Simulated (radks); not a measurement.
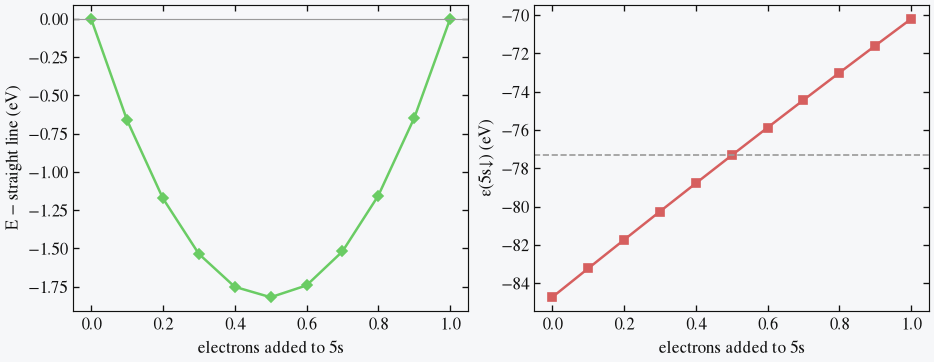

Theory: scalar-relativistic Kohn-Sham, LDA (Slater exchange, Perdew-Wang correlation), spin-polarised, spherical densities, finite nucleus (computed with the in-house radial solver radks). The occupation of the 5s shell is varied from Lu²⁺ ([Kr] 4d10 4f14 5s1 5p6 6s2 (high spin)) to Lu⁺ ([Xe] 4f14 6s2), with spherical fractional occupations. The plot shows the total energy less the straight line between the end points, and the eigenvalue of 5s↓ (the dashed line is minus the energy to take the whole electron out).

> Is the energy convex or concave in the occupation, and by how much?

The curve is convex (below the straight line), with the largest deviation among the points computed, −1.82 eV, at 0.5. The end points differ by 77.3 eV, the energy to take the electron out. The eigenvalue, which is the slope of the energy (Janak's theorem), moves from −84.7 eV at 0 to −70.2 eV at 1; for a straight line it would stay constant, and a parabola would sag by an eighth of this change, scaled to a whole electron, 1.82 eV. Convexity is the delocalisation error: fractional charges are too low in energy. The shell lies under occupied ones, so the straight line is a guide here rather than an exact condition.
